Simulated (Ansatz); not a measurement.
The starting structures come from a database of crystals and need not be the phases stable at ambient conditions.

 Where the default PAW files enter, the runs use the earlier of Ansatz's two default sets.

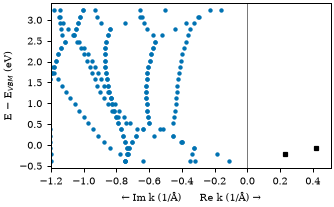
*Complex bands at the centre of the two-dimensional zone; r2SCAN (Ansatz, an electronic-structure program)*

No gap correction and no spin-orbit coupling; mid-gap values are interpolated between computed energies.

Problem. This is Na2H6PtO6 (P-3, not sure to be the ambient phase, 15 atoms a cell, 8.9 Å³ an atom, -2 GPa at this level) along the normal of (100). Read off the slowest decay at the centre of the two-dimensional zone at 1.43 eV, the computed energy nearest the middle of the gap.

Solution. κ ≈ 0.43 1/Å, a decay length 1/(2κ) of the density of 1.2 Å.
